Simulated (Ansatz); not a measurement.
# C4H4O: single points with varied inputs

Aim: run C4H4O under a spread of inputs, and see what each costs and gives.

Computed with Ansatz 0.2.0, Gaussian basis. Level: the settings change from run to run.

### 1 The geometry

An earlier PBE0-D4 in a triple-zeta def2 set relaxation fixed the geometry.

SMILES `C=C1CC1=O`, 9 atoms, charge 0, spin multiplicity 1.

Atoms are counted from 1 here; the program's logs count them from 0.

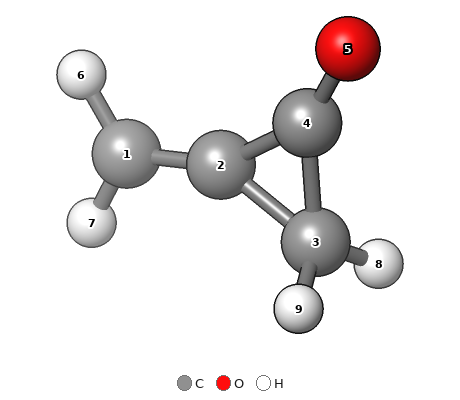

The structure; carbon grey, oxygen red, hydrogen white; atoms are numbered from 1 in the order of the file.

### 2 LC-wPBE/cc-pVDZ

Set apart from the defaults: charge -1, multiplicity 2.

Contents of in.yaml:

```yaml
crystal:
  periodic: [false, false, false]
  atoms:
    - {symbol: C, position_ang: [-1.108200, 1.016718, -0.503147]}
    - {symbol: C, position_ang: [-0.111289, 0.260462, -0.082738]}
    - {symbol: C, position_ang: [0.340839, -1.132844, 0.287801]}
    - {symbol: C, position_ang: [1.233018, 0.061952, 0.343503]}
    - {symbol: O, position_ang: [2.320192, 0.488248, 0.587745]}
    - {symbol: H, position_ang: [-0.972298, 2.083276, -0.646167]}
    - {symbol: H, position_ang: [-2.087180, 0.599326, -0.717303]}
    - {symbol: H, position_ang: [0.489438, -1.860058, -0.509643]}
    - {symbol: H, position_ang: [-0.016019, -1.563382, 1.222749]}
basis:
  gaussian: {orbitals: cc-pVDZ}
total_charge: -1
magnetization: {spin_polarized: true, initial_magnetization: 1}
hamiltonian: {xc: {name: LC-wPBE}}
```

Started as:

```
> ansatz run in.yaml --threads 2 --pin off --events-out ev --progress --plain --max-ram 4352MiB
```

The log of the run:

```text
Functional definition: LC-wPBE
  name "LC-wPBE"
  cite "Vydrov & Scuseria, J. Chem. Phys. 125, 234109 (2006) doi:10.1063/1.2409292"
  cite "Heyd & Scuseria, J. Chem. Phys. 120, 7274 (2004) doi:10.1063/1.1668634"
  cite "Ernzerhof & Perdew, J. Chem. Phys. 109, 3313 (1998) doi:10.1063/1.476928"
  cite "Perdew, Burke & Ernzerhof, Phys. Rev. Lett. 77, 3865 (1996) doi:10.1103/PhysRevLett.77.3865"
  parent pbe
  parameter omega = 0.4/bohr
  exchange = pbe_x_sr(omega) + exact_x_lr(omega)
  correlation = pbe_c
1087 factors; their error is unknown
318 factors; integrals over basis functions are off by at most 2.2e-5 eV
mean field evaluation 1: about -6251.0288 eV, gradient 2.2e1 eV
mean field evaluation 2: about -6251.6729 eV, gradient 2.2e1 eV
mean field evaluation 4: about -6253.3304 eV, gradient 1.6e0 eV
mean field evaluation 8: about -6253.3628 eV, gradient 1.2e-1 eV
mean field evaluation 16: about -6253.3061 eV, gradient 3.7e-3 eV
mean field -6253.30605165 eV, -229.8047587549 hartree, gradient 3.6e-5 eV, S^2 0.772128; 0 other end points of the search recorded, 0 dependent functions left out
reference -6253.30605165 eV, -229.8047587551 hartree; 19, 18 occupied and 71, 72 virtual orbitals, 1087 factors
Total energy: -6253.30605165 eV, -229.8047587551 hartree
```

Run time: 2.7 s. Hardware: 2 threads of Arm Neoverse V1, shared host.

⟨S²⟩ 0.772.

### 3 RPA/def2-SVP

Set apart from the defaults: charge +1, multiplicity 2, high accuracy.

Edit in.yaml of step 2 so:

```diff
@@ -13,5 +13,7 @@
 basis:
-  gaussian: {orbitals: cc-pVDZ}
-total_charge: -1
+  gaussian: {orbitals: def2-SVP}
+total_charge: 1
 magnetization: {spin_polarized: true, initial_magnetization: 1}
-hamiltonian: {xc: {name: LC-wPBE}}
+hamiltonian: {xc: {name: r2SCAN}}
+correlation: {method: rpa}
+accuracy: high
```

Launched as before.

The log of the run, shortened:

```text
Functional definition: r2SCAN
  name "r2SCAN"
  cite "Furness, Kaplan, Ning, Perdew & Sun, J. Phys. Chem. Lett. 11, 8208 (2020) doi:10.1021/acs.jpclett.0c02405"
  cite "Furness, Kaplan, Ning, Perdew & Sun, J. Phys. Chem. Lett. 11, 9248 (2020) doi:10.1021/acs.jpclett.0c03077"
  parent r2scan
[...]
2102 factors; integrals over basis functions are off by at most 3.3e-9 eV
[...]
mean field -6239.92665317 eV, -229.3130749297 hartree, gradient 7.3e-8 eV, S^2 0.760957; 2 other end points of the search recorded, 0 dependent functions left out
5 core orbitals not correlated: weight in the atoms' cores, before any rotation towards them, 1.000 or more for the frozen orbitals, at most 0.000 for the correlated occupied ones
reference -6204.96869525 eV, -228.0283936716 hartree; 13, 12 occupied and 72, 73 virtual orbitals, 2102 factors
Total energy: -6233.13396916 eV, -229.0634483968 hartree
```

It took 19 s on 2 threads of Arm Neoverse V1, shared host; peak memory 0.48 GiB.

⟨S²⟩ 0.761.

### 4 B97/6-31G

This run has a point charge of 0.50 e beside it, the search for lower states set to full.

Edit in.yaml of step 3 so:

```diff
@@ -13,7 +13,4 @@
 basis:
-  gaussian: {orbitals: def2-SVP}
-total_charge: 1
-magnetization: {spin_polarized: true, initial_magnetization: 1}
-hamiltonian: {xc: {name: r2SCAN}}
-correlation: {method: rpa}
-accuracy: high
+  gaussian: {orbitals: 6-31G, point_charges: [{charge: 0.50, position_ang: [7.170, 0.243, 0.685]}]}
+hamiltonian: {xc: {name: B97}}
+scf: {lower_state_search: full}
```

Launched as before.

The log of the run, shortened:

```text
Functional definition: B97
  name "B97"
  cite "Becke, J. Chem. Phys. 107, 8554 (1997) doi:10.1063/1.475007"
[...]
      + integral(e_c_pw_opposite_spin*poly(b97_u_opposite, cos0, cos1, cos2))
711 factors; integrals over basis functions are off by at most 2.5e-4 eV
[...]
mean field -6253.43793768 eV, -229.8096054773 hartree, gradient 1.1e-5 eV, S^2 0.000000; 0 other end points of the search recorded, 0 dependent functions left out
reference -6253.43795170 eV, -229.8096059923 hartree; 18, 18 occupied and 35, 35 virtual orbitals, 711 factors
Total energy: -6253.43795170 eV, -229.8096059923 hartree
```

Wall time 2.6 s (2 threads of Arm Neoverse V1, shared host).

### 5 wB97/aug-pcseg-2

This run has multiplicity 3, density fitting with cc-pVTZ-jkfit, high accuracy.

Edit in.yaml of step 4 so:

```diff
@@ -13,4 +13,6 @@
 basis:
-  gaussian: {orbitals: 6-31G, point_charges: [{charge: 0.50, position_ang: [7.170, 0.243, 0.685]}]}
-hamiltonian: {xc: {name: B97}}
-scf: {lower_state_search: full}
+  gaussian: {orbitals: aug-pcseg-2, fitting: {mean_field: cc-pVTZ-jkfit}}
+magnetization: {spin_polarized: true, initial_magnetization: 2}
+hamiltonian: {xc: {name: wB97}}
+accuracy: high
+output: {forces: true}
```

The command is unchanged.

The log of the run, shortened:

```text
Functional definition: wB97
  name "wB97"
  cite "Chai & Head-Gordon, J. Chem. Phys. 128, 084106 (2008) doi:10.1063/1.2834918"
  cite "Becke, J. Chem. Phys. 107, 8554 (1997) doi:10.1063/1.475007"
[...]
  # The coefficients of nought are those of the uniform gas.
[...]
      + integral(e_c_pw_opposite_spin*poly(b97_u_opposite, 1, cos1, cos2, cos3, cos4))
515 factors; integrals over basis functions are off by at most 8.0e-1 eV
515 factors; integrals over basis functions are off by at most 3.1e-2 eV
[...]
mean field -6255.87609292 eV, -229.8992060297 hartree, gradient 9.6e-8 eV, S^2 2.037569; 0 other end points of the search recorded, 0 dependent functions left out
[...]
reference -6255.87609165 eV, -229.8992059830 hartree; 19, 17 occupied and 303, 305 virtual orbitals, 515 factors
Total energy: -6255.87609165 eV, -229.8992059830 hartree
Atom 0 at    -1.108200     1.016718    -0.503147 Å, force    -1.095384     1.556019    -0.586099 eV/Å
Atom 1 at    -0.111289     0.260462    -0.082738 Å, force     2.255924    -3.090136     1.187491 eV/Å
Atom 2 at     0.340839    -1.132844     0.287801 Å, force    -1.523786     0.412288    -0.515242 eV/Å
Atom 3 at     1.233018     0.061952     0.343503 Å, force    -2.993584     0.356161    -0.934555 eV/Å
Atom 4 at     2.320192     0.488248     0.587745 Å, force     2.732986     0.912957     0.641138 eV/Å
Atom 5 at    -0.972298     2.083276    -0.646167 Å, force    -0.053504    -0.092454     0.000236 eV/Å
Atom 6 at    -2.087180     0.599326    -0.717303 Å, force     0.215765    -0.078497     0.076386 eV/Å
Atom 7 at     0.489438    -1.860058    -0.509643 Å, force     0.276878    -0.015215    -0.092501 eV/Å
Atom 8 at    -0.016019    -1.563382     1.222749 Å, force     0.184704     0.038878     0.223146 eV/Å
Dipole moment:    -0.246967    -0.264996    -0.026682 e Å
```

Wall time 99 s (2 threads of Arm Neoverse V1, shared host); peak memory 1.3 GiB.

Largest force 4.006 eV/Å, dipole 1.74 D, ⟨S²⟩ 2.038.

### 6 wB97X/def2-mTZVP

Edit in.yaml of step 5 so:

```diff
@@ -13,6 +13,4 @@
 basis:
-  gaussian: {orbitals: aug-pcseg-2, fitting: {mean_field: cc-pVTZ-jkfit}}
-magnetization: {spin_polarized: true, initial_magnetization: 2}
-hamiltonian: {xc: {name: wB97}}
-accuracy: high
+  gaussian: {orbitals: def2-mTZVP}
+hamiltonian: {xc: {name: wB97X}}
 output: {forces: true}
```

Same command.

The log of the run, shortened:

```text
Functional definition: wB97X
  name "wB97X"
  cite "Chai & Head-Gordon, J. Chem. Phys. 128, 084106 (2008) doi:10.1063/1.2834918"
  cite "Becke, J. Chem. Phys. 107, 8554 (1997) doi:10.1063/1.475007"
[...]
  # The coefficients of nought are those of the uniform gas.
[...]
      + exact_x_lr(omega)
[...]
      + integral(e_c_pw_opposite_spin*poly(b97_u_opposite, 1, cos1, cos2, cos3, cos4))
1056 factors; integrals over basis functions are off by at most 1.2e-3 eV
282 factors; integrals over basis functions are off by at most 1.3e-5 eV
[...]
mean field -6257.51286231 eV, -229.9593561953 hartree, gradient 3.5e-5 eV, S^2 0.000000; 0 other end points of the search recorded, 0 dependent functions left out
[...]
reference -6257.51283296 eV, -229.9593551168 hartree; 18, 18 occupied and 94, 94 virtual orbitals, 1056 factors
Total energy: -6257.51283296 eV, -229.9593551168 hartree
Atom 0 at    -1.108200     1.016718    -0.503147 Å, force     0.140107    -0.075966     0.053920 eV/Å
Atom 1 at    -0.111289     0.260462    -0.082738 Å, force    -0.414207     0.178726    -0.151492 eV/Å
Atom 2 at     0.340839    -1.132844     0.287801 Å, force    -0.011346    -0.169181     0.025636 eV/Å
Atom 3 at     1.233018     0.061952     0.343503 Å, force    -0.018785    -0.137554     0.018138 eV/Å
Atom 4 at     2.320192     0.488248     0.587745 Å, force     0.258863     0.112798     0.056178 eV/Å
Atom 5 at    -0.972298     2.083276    -0.646167 Å, force    -0.012718    -0.028850     0.001230 eV/Å
Atom 6 at    -2.087180     0.599326    -0.717303 Å, force     0.034618     0.012253     0.007989 eV/Å
Atom 7 at     0.489438    -1.860058    -0.509643 Å, force     0.000876     0.060262     0.031456 eV/Å
Atom 8 at    -0.016019    -1.563382     1.222749 Å, force     0.022591     0.047513    -0.043055 eV/Å
Dipole moment:    -0.647728    -0.182391    -0.157772 e Å
```

Wall time 5.5 s (2 threads of Arm Neoverse V1, shared host).

Largest force 0.476 eV/Å, dipole 3.32 D.

### 7 SVWN5/cc-pVTZ-DK

Options: finite nuclei, the search for lower states set to off.

Edit in.yaml of step 6 so:

```diff
@@ -13,4 +13,4 @@
 basis:
-  gaussian: {orbitals: def2-mTZVP}
-hamiltonian: {xc: {name: wB97X}}
-output: {forces: true}
+  gaussian: {orbitals: cc-pVTZ-DK, nuclear_model: gaussian}
+hamiltonian: {xc: {name: SVWN5}}
+scf: {lower_state_search: off}
```

The command is unchanged.

The log of the run, shortened:

```text
Functional definition: SVWN5
  name "SVWN5"
  cite "Dirac, Proc. Camb. Phil. Soc. 26, 376 (1930) doi:10.1017/S0305004100016108"
  cite "Slater, Phys. Rev. 81, 385 (1951) doi:10.1103/PhysRev.81.385"
  cite "Vosko, Wilk & Nusair, Can. J. Phys. 58, 1200 (1980) doi:10.1139/p80-159"
[...]
1067 factors; their error is unknown
[...]
mean field -6209.33651350 eV, -228.1889080316 hartree, gradient 2.0e-6 eV, S^2 0.000000; 0 other end points of the search recorded, 0 dependent functions left out
reference -6209.33654218 eV, -228.1889090857 hartree; 18, 18 occupied and 188, 188 virtual orbitals, 1067 factors
Total energy: -6209.33654218 eV, -228.1889090857 hartree
Relativity: scalar
Checks for a lower state left out: stability, starts, cluster_reference, orbital_swaps, neighbouring_geometries, increment
```

Run time: 1.1 s. Hardware: 2 threads of Arm Neoverse V1, shared host.

### 8 CAM-B3LYP/6-31G

This run has coordinates scaled by 1.25, density fitting with def2-universal-jkfit, D3(BJ) with three-body dispersion, high accuracy, the search for lower states set to full.

Contents of in.yaml:

```yaml
crystal:
  periodic: [false, false, false]
  atoms:
    - {symbol: C, position_ang: [-1.385250, 1.270897, -0.628933]}
    - {symbol: C, position_ang: [-0.139111, 0.325578, -0.103423]}
    - {symbol: C, position_ang: [0.426049, -1.416056, 0.359751]}
    - {symbol: C, position_ang: [1.541272, 0.077440, 0.429379]}
    - {symbol: O, position_ang: [2.900240, 0.610310, 0.734682]}
    - {symbol: H, position_ang: [-1.215373, 2.604095, -0.807709]}
    - {symbol: H, position_ang: [-2.608975, 0.749158, -0.896629]}
    - {symbol: H, position_ang: [0.611798, -2.325073, -0.637054]}
    - {symbol: H, position_ang: [-0.020024, -1.954227, 1.528437]}
basis:
  gaussian: {orbitals: 6-31G, fitting: {mean_field: def2-universal-jkfit}}
hamiltonian: {xc: {name: CAM-B3LYP}, dispersion: d3bjatm}
accuracy: high
scf: {lower_state_search: full}
```

The command is unchanged.

The log of the run, shortened:

```text
Functional definition: CAM-B3LYP
  name "CAM-B3LYP"
  cite "Yanai, Tew & Handy, Chem. Phys. Lett. 393, 51 (2004) doi:10.1016/j.cplett.2004.06.011"
  cite "Iikura, Tsuneda, Yanai & Hirao, J. Chem. Phys. 115, 3540 (2001) doi:10.1063/1.1383587"
  cite "Becke, Phys. Rev. A 38, 3098 (1988) doi:10.1103/PhysRevA.38.3098"
  cite "Lee, Yang & Parr, Phys. Rev. B 37, 785 (1988) doi:10.1103/PhysRevB.37.785"
  cite "Vosko, Wilk & Nusair, Can. J. Phys. 58, 1200 (1980) doi:10.1139/p80-159"
[...]
  # Exact exchange under (alpha + beta erf(omega r))/r, Becke's under what is left of 1/r.
[...]
449 factors; integrals over basis functions are off by at most 9.0e-2 eV
449 factors; integrals over basis functions are off by at most 1.7e-7 eV
[...]
mean field -6241.70908770 eV, -229.3785781905 hartree, gradient 7.1e-8 eV, S^2 0.000000; 0 other end points of the search recorded, 0 dependent functions left out
reference -6241.70910615 eV, -229.3785788688 hartree; 18, 18 occupied and 35, 35 virtual orbitals, 449 factors
Total energy: -6241.82396668 eV, -229.3827999153 hartree
```

Run time: 1.9 s. Hardware: 2 threads of Arm Neoverse V1, shared host.

### 9 BHLYP/aug-pcseg-2

Options: D3(BJ) with three-body dispersion.

Contents of in.yaml:

```yaml
crystal:
  periodic: [false, false, false]
  atoms:
    - {symbol: C, position_ang: [-1.108200, 1.016718, -0.503147]}
    - {symbol: C, position_ang: [-0.111289, 0.260462, -0.082738]}
    - {symbol: C, position_ang: [0.340839, -1.132844, 0.287801]}
    - {symbol: C, position_ang: [1.233018, 0.061952, 0.343503]}
    - {symbol: O, position_ang: [2.320192, 0.488248, 0.587745]}
    - {symbol: H, position_ang: [-0.972298, 2.083276, -0.646167]}
    - {symbol: H, position_ang: [-2.087180, 0.599326, -0.717303]}
    - {symbol: H, position_ang: [0.489438, -1.860058, -0.509643]}
    - {symbol: H, position_ang: [-0.016019, -1.563382, 1.222749]}
basis:
  gaussian: {orbitals: aug-pcseg-2}
hamiltonian: {xc: {name: BHLYP}, dispersion: d3bjatm}
output: {forces: true}
```

The command is unchanged.

The log of the run, shortened:

```text
Functional definition: BHLYP
  name "BHLYP"
  cite "Becke, J. Chem. Phys. 98, 1372 (1993) doi:10.1063/1.464304"
  cite "Becke, Phys. Rev. A 38, 3098 (1988) doi:10.1103/PhysRevA.38.3098"
  cite "Lee, Yang & Parr, Phys. Rev. B 37, 785 (1988) doi:10.1103/PhysRevB.37.785"
[...]
1411 factors; their error is unknown
[...]
mean field -6255.86335982 eV, -229.8987380969 hartree, gradient 4.3e-5 eV, S^2 0.000000; 0 other end points of the search recorded, 0 dependent functions left out
[...]
reference -6255.86356430 eV, -229.8987456112 hartree; 18, 18 occupied and 304, 304 virtual orbitals, 1411 factors
Total energy: -6256.07761800 eV, -229.9066119396 hartree
Atom 0 at    -1.108200     1.016718    -0.503147 Å, force     0.232584    -0.109067     0.086575 eV/Å
Atom 1 at    -0.111289     0.260462    -0.082738 Å, force    -0.287640     0.199491    -0.118122 eV/Å
Atom 2 at     0.340839    -1.132844     0.287801 Å, force     0.023793    -0.121940     0.027793 eV/Å
Atom 3 at     1.233018     0.061952     0.343503 Å, force     0.534955     0.197342     0.122394 eV/Å
Atom 4 at     2.320192     0.488248     0.587745 Å, force    -0.911038    -0.346665    -0.206527 eV/Å
Atom 5 at    -0.972298     2.083276    -0.646167 Å, force    -0.047175    -0.375506     0.050549 eV/Å
Atom 6 at    -2.087180     0.599326    -0.717303 Å, force     0.358635     0.136600     0.081232 eV/Å
Atom 7 at     0.489438    -1.860058    -0.509643 Å, force    -0.034354     0.258178     0.260160 eV/Å
Atom 8 at    -0.016019    -1.563382     1.222749 Å, force     0.130241     0.161566    -0.304053 eV/Å
Dipole moment:    -0.686078    -0.188149    -0.167976 e Å
```

Wall time 14 s (2 threads of Arm Neoverse V1, shared host); peak memory 1.1 GiB.

Largest force 0.996 eV/Å, dipole 3.51 D.

### 10 B2PLYP/ANO-RCC-VTZP

Set apart from the defaults: coordinates scaled by 0.96, a grid of angular degree 23.

Contents of in.yaml:

```yaml
crystal:
  periodic: [false, false, false]
  atoms:
    - {symbol: C, position_ang: [-1.063872, 0.976049, -0.483021]}
    - {symbol: C, position_ang: [-0.106837, 0.250044, -0.079429]}
    - {symbol: C, position_ang: [0.327205, -1.087531, 0.276289]}
    - {symbol: C, position_ang: [1.183697, 0.059474, 0.329763]}
    - {symbol: O, position_ang: [2.227384, 0.468718, 0.564235]}
    - {symbol: H, position_ang: [-0.933406, 1.999945, -0.620321]}
    - {symbol: H, position_ang: [-2.003693, 0.575353, -0.688611]}
    - {symbol: H, position_ang: [0.469861, -1.785656, -0.489257]}
    - {symbol: H, position_ang: [-0.015378, -1.500846, 1.173839]}
basis:
  gaussian: {orbitals: ANO-RCC-VTZP, final_grid: {core_spheres: 8, valence_spheres: 7, degree: 23}}
hamiltonian: {xc: {name: B2PLYP}}
```

Launched as before.

The log of the run, shortened:

```text
Functional definition: B2PLYP
  name "B2PLYP"
  cite "Grimme, J. Chem. Phys. 124, 034108 (2006) doi:10.1063/1.2148954"
  cite "Becke, Phys. Rev. A 38, 3098 (1988) doi:10.1103/PhysRevA.38.3098"
  cite "Lee, Yang & Parr, Phys. Rev. B 37, 785 (1988) doi:10.1103/PhysRevB.37.785"
[...]
1197 factors; integrals over basis functions are off by at most 1.0e-3 eV
[...]
mean field -6249.79134356 eV, -229.6755956152 hartree, gradient 7.7e-6 eV, S^2 0.000000; 0 other end points of the search recorded, 0 dependent functions left out
5 core orbitals not correlated: weight in the atoms' cores, before any rotation towards them, 1.000 or more for the frozen orbitals, at most 0.000 for the correlated occupied ones
reference -6249.79151847 eV, -229.6756020429 hartree; 13, 13 occupied and 188, 188 virtual orbitals, 1197 factors
second order -28.18551196 eV of doubles, -0.00000000 eV of singles
Total energy: -6257.40160670 eV, -229.9552676270 hartree
Relativity: scalar
```

It took 11 s on 2 threads of Arm Neoverse V1, shared host; peak memory 0.51 GiB.

### 11 The runs in one table

```tsv
level	charge	multiplicity	geometry	functions	energy (eV)	time
LC-wPBE/cc-pVDZ	-1	2	relaxed	90	-6253.306	2.7 s
RPA/def2-SVP	1	2	relaxed	90	-6233.134	19 s
B97/6-31G	0	1	relaxed, point charge	53	-6253.438	2.6 s
wB97/aug-pcseg-2	0	3	relaxed	322	-6255.876	99 s
wB97X/def2-mTZVP	0	1	relaxed	112	-6257.513	5.5 s
SVWN5/cc-pVTZ-DK	0	1	relaxed	206	-6209.337	1.1 s
CAM-B3LYP/6-31G	0	1	scaled	53	-6241.824	1.9 s
BHLYP/aug-pcseg-2	0	1	relaxed	322	-6256.078	14 s
B2PLYP/ANO-RCC-VTZP	0	1	scaled	206	-6257.402	11 s
```

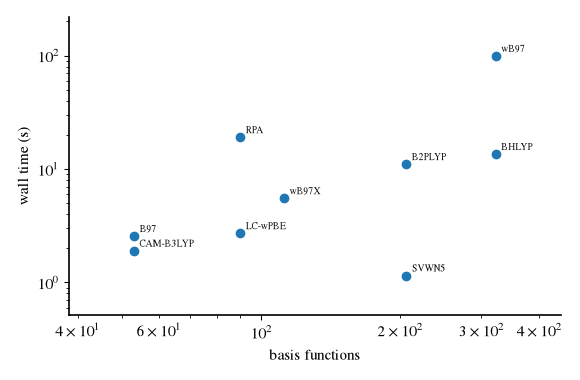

Wall time against the number of basis functions (shared host).

### 12 Results

| quantity | value |
| --- | --- |
| runs | 9 |
| quickest | SVWN5/cc-pVTZ-DK, 1.1 s |
| slowest | wB97/aug-pcseg-2, 99 s |
| spread of total energies, same state and geometry | 48.2 eV |
| dipole, same state and geometry | 3.32 to 3.51 D |

What this shows: Run time spans a factor of 86, from SVWN5/cc-pVTZ-DK to wB97/aug-pcseg-2. The jobs differ in tasks and options as well as level. Total energies of the same state differ by 48 eV between levels, so only differences within one level mean anything. At the PBE0-D4/def2-TZVP geometry and in the same state, other levels leave forces up to 1.00 eV/Å (BHLYP/aug-pcseg-2). The dipole changes by 6 % between the lowest and highest value.
